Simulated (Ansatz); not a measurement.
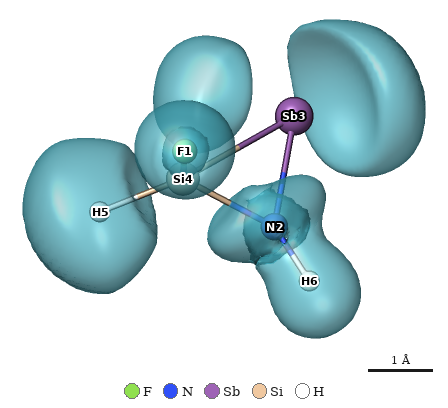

*FH2NSbSi (charge +1). Isosurface of the ELF at 0.75 (cyan), seen at a tilt. Core shells and regions of very low density are left out.*

Geometry: PBE0-D3(BJ)/def2-SVP; core potentials replace the inner electrons of Sb.

Computed with Ansatz, isolated molecule in a Gaussian basis; Kohn-Sham density functional theory, functional PBE0.

```yaml
atoms:
  - { symbol: F, position_ang: [0.6611, 2.0945, -0.2367] }
  - { symbol: N, position_ang: [0.3576, -0.5444, 0.6997] }
  - { symbol: Sb, position_ang: [2.3201, -0.9471, 0.5705] }
  - { symbol: Si, position_ang: [0.6584, 0.5429, -0.6174] }
  - { symbol: H, position_ang: [0.0362, 0.2981, -1.9279] }
  - { symbol: H, position_ang: [-0.3772, -0.8531, 1.3417] }
```

Identify the bonds, lone pairs and shells in this picture.

Answer. At this value the surface marks out one region around a hydrogen nucleus, two lobes on Sb, pointing away from the bonds (lone pairs), one region wrapped around F (its valence shell) and one joined region spread over several atoms (H, N), in which their bonds and any lone pairs are merged. Profiles from the grid: Si–F (1.60 Å): the ELF peaks at about 0.85 in the valence shell of F, 0.6 Å from its nucleus, and is about 0.40 at the midpoint. Si–N (1.73 Å): the ELF peaks at about 0.90 between the atoms, as expected for a shared but strongly polarised pair.
